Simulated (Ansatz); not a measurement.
# BH2 (doublet): inputs that go wrong at scale of all distances = 1.520

4 inputs are run for BH2 (doublet) as typed; the log has to tell whether the result can be used and what must change.

Program: Ansatz 0.2.0, Gaussian basis. Level of theory: the settings change from run to run. These are calculated values, not measurements.

11 further runs of the same task are left out: 7 that didn't finish, 4 set aside as unsound or not needed.

## Step 1: The geometry

The geometry derives from a PBE0/def2-TZVP stationary point (not a proven minimum). All distances are scaled together.

3 atoms, charge 0, spin multiplicity 2.

Atoms are counted from 1 here; the program's logs count them from 0.

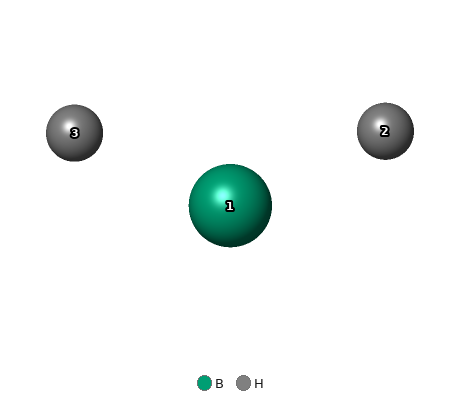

The geometry (boron teal, hydrogen grey); atoms are numbered from 1 in the order of the file.

## Step 2: Attempt 1

Input file in.yaml:

```yaml
crystal:
  periodic: [false, false, false]
  atoms:
    - {symbol: B, position_ang: [0.000000, -0.121609, 0.000000]}
    - {symbol: H, position_ang: [0.000000, 0.652182, -1.637052]}
    - {symbol: H, position_ang: [0.000000, 0.652182, 1.637052]}
basis:
  gaussian: {orbitals: "6-31G*"}
magnetization: {spin_polarized: false, initial_magnetization: 1}
correlation: {method: sc_nevpt2, electrons: all, active_space: {window: {electrons: 3, orbitals: 2}, states: [{multiplicity: 2, weights: [0.5, 0.5, 1]}], root: 1}}
```

Run with:

```bash
ansatz run in.yaml --threads 1 --pin off --events-out ev --progress --plain --max-ram 2393MiB
```

What it wrote:

```text
Functional definition: HF
  name "HF"
  cite "Fock, Z. Phys. 61, 126 (1930) doi:10.1007/BF01340294"
  parent pbe
  exchange = exact_x
  correlation = 0
330 factors; integrals over basis functions are off by at most 4.4e-8 eV
mean field evaluation 1: about -695.2758 eV, gradient 8.2e0 eV
mean field evaluation 2: about -695.2762 eV, gradient 8.2e0 eV
mean field evaluation 4: about -696.1359 eV, gradient 1.8e0 eV
mean field evaluation 8: about -696.3236 eV, gradient 5.2e-4 eV
mean field evaluation 16: about -696.3207 eV, gradient 3.8e-1 eV
mean field -696.32363673 eV, -25.5894216647 hartree, gradient 2.0e-6 eV, S^2 0.750000; 2 other end points of the search recorded, 0 dependent functions left out
reference -696.32363673 eV, -25.5894216647 hartree; 4, 3 occupied and 15, 16 virtual orbitals, 330 factors
Error: 3 states are sought, and the space of determinants holds 2 states of this symmetry and spin
```

It took 0.12 s on 1 thread of Intel Xeon Platinum 8375C at 2.90GHz, shared host.

What is wrong: The run stopped with an error. It says: «3 states are sought, and the space of determinants holds 2 states of this symmetry and spin». Cure: ask for fewer states or enlarge the space.

## Step 3: Attempt 2

Input file in.yaml:

```yaml
crystal:
  periodic: [false, false, false]
  atoms:
    - {symbol: B, position_ang: [0.000000, -0.121609, 0.000000]}
    - {symbol: H, position_ang: [0.000000, 0.652182, -1.637052]}
    - {symbol: H, position_ang: [0.000000, 0.652182, 1.637052]}
basis:
  gaussian: {orbitals: STO-3G}
magnetization: {spin_polarized: false, initial_magnetization: 1}
hamiltonian: {xc: {name: PBE}}
correlation: {method: ccsd_t, frozen_orbitals: {B: 20}}
```

Same command.

What it wrote:

```text
Functional definition: PBE
  name "PBE"
  cite "Perdew, Burke & Ernzerhof, Phys. Rev. Lett. 77, 3865 (1996) doi:10.1103/PhysRevLett.77.3865"
  parent pbe
  parameter kappa = 0.804
  parameter beta = 0.06672455060314922
  exchange = pbe_x(kappa = kappa, mu = beta*pi^2/3)
  correlation = pbe_c(beta = beta)
Error: "frozen_orbitals" has no count for H
```

Run time: 0.06 s. Hardware: 1 thread of Intel Xeon Platinum 8375C at 2.90GHz, shared host.

Diagnosis: The run was refused. The frozen-orbital counts are incomplete or too large. Cure: leave frozen_orbitals out, or give each element a count that its core has.

## Step 4: Attempt 3

Input file in.yaml:

```yaml
crystal:
  periodic: [false, false, false]
  atoms:
    - {symbol: B, position_ang: [0.000000, -0.121609, 0.000000]}
    - {symbol: H, position_ang: [0.000000, 0.652182, -1.637052]}
    - {symbol: H, position_ang: [0.000000, 0.652182, 1.637052]}
basis:
  gaussian: {orbitals: aug-cc-pVDZ}
magnetization: {spin_polarized: true, initial_magnetization: 5}
correlation: {method: bccd, electrons: valence}
accuracy: high
```

Same command.

What it wrote, cut to the lines that bear on the results:

```text
Functional definition: HF
  name "HF"
  cite "Fock, Z. Phys. 61, 126 (1930) doi:10.1007/BF01340294"
  parent pbe
[...]
769 factors; integrals over basis functions are off by at most 3.1e-9 eV
[...]
mean field -691.20264819 eV, -25.4012288068 hartree, gradient 2.2e-8 eV, S^2 8.750003; 2 other end points of the search recorded, 0 dependent functions left out
determinant -691.20264819 eV, -25.4012288068 hartree, with singles and doubles -691.81643487 eV, -25.4237850515 hartree
determinant -689.30720025 eV, -25.3315723801 hartree, with singles and doubles -689.87987901 eV, -25.3526179361 hartree
determinant -688.51505752 eV, -25.3024616716 hartree, with singles and doubles -688.99651582 eV, -25.3201549379 hartree
1 core orbitals not correlated: weight in the atoms' cores, before any rotation towards them, 1.000 or more for the frozen orbitals, at most 0.000 for the correlated occupied ones
reference -691.20264819 eV, -25.4012288068 hartree; 5, 0 occupied and 35, 40 virtual orbitals, 769 factors
second order -0.43330994 eV of doubles, -0.00000000 eV of singles
cycle   1  -0.62887742 eV  change   -6.2e-2 eV  update   1.6e-2
[...]
cycle  16  -0.64341995 eV  change   3.7e-10 eV  update  4.8e-10
Total energy: -691.84606814 eV, -25.4248740540 hartree
```

Run time: 1.5 s. Hardware: 1 thread of Intel Xeon Platinum 8375C at 2.90GHz, shared host.

**Diagnosis.** The run converged, which proves nothing about the input. Far too many unpaired electrons are asked for. Its energy belongs to the state of multiplicity 6, not to the doublet that was meant. Fix: set initial_magnetization to that of the wanted state.

## Step 5: Attempt 4

Input file in.yaml:

```yaml
crystal:
  periodic: [false, false, false]
  atoms:
    - {symbol: B, position_ang: [0.000000, -0.121609, 0.000000]}
    - {symbol: H, position_ang: [0.000000, 0.652182, -1.637052]}
    - {symbol: H, position_ang: [0.000000, 0.652182, 1.637052]}
basis:
  gaussian: {orbitals: aug-cc-pVDZ}
magnetization: {spin_polarized: false, initial_magnetization: 1}
correlation: {method: fic_mrcisd_q, electrons: outside_noble_gas, active_space: {window: {electrons: 3, orbitals: 3}, states: [{multiplicity: 2, weights: [-1, 1]}]}}
scf: {lower_state_search: off}
```

Launched as before.

What it wrote:

```text
Error: set 0 asks for 2 states and needs as many positive weights; it has [-1.0, 1.0]
```

It took 0.03 s on 1 thread of Intel Xeon Platinum 8375C at 2.90GHz, shared host.

**Diagnosis.** The run was refused. The list of states asked for (weights, spin or count) can't be met. Fix: mend what the message names.

## Step 6: Summary

```
attempt                      level                ended                                                                                        cause    time
      1         NEVPT2(3,2)/6-31G*  stopped by an error  3 states are sought, and the space of determinants holds 2 states of this symmetry and spin  0.12 s
      2             CCSD(T)/STO-3G              refused                                        the frozen-orbital counts are incomplete or too large  0.06 s
      3    BCCD on UHF/aug-cc-pVDZ            converged                                                far too many unpaired electrons are asked for   1.5 s
      4  MRCISD+Q(3,3)/aug-cc-pVDZ              refused                           the list of states asked for (weights, spin or count) can't be met  0.03 s
```

1 stopped by an error, 2 refused, 1 converged. The input that converges on a wrong geometry or spin is the dangerous one: no error points at it, so geometry and ⟨S²⟩ have to be checked.
